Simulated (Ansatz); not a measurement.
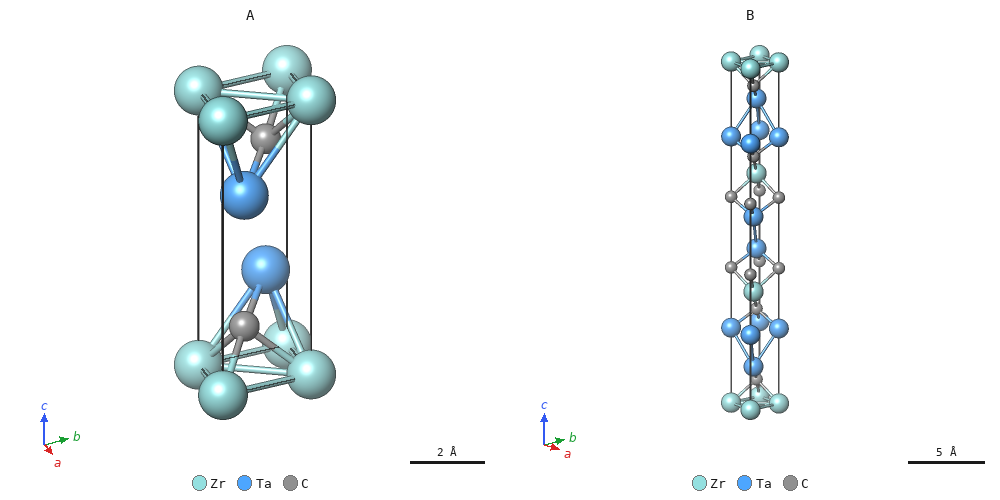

Two structures of ZrTa2C2, each relaxed to rest (conventional cells in solid outline, small ones repeated, not to one scale). Method: DFT PBE, scalar-relativistic, plane waves, PAW in Ansatz 0.2.0, without spin polarisation.

> What are the two structures?

A: CaAl₂Si₂ type, P-3m1. B: 15 atoms a cell on a rhombohedral (trigonal R) lattice, R-3m.

> Which has the lower energy, and by how much?

B is lower, by 98 meV/atom at this level of theory (energies at zero smearing). Volumes: A 13.7, B 13.6 Å³/atom.

One or both may be structure types tried for this composition rather than known phases.
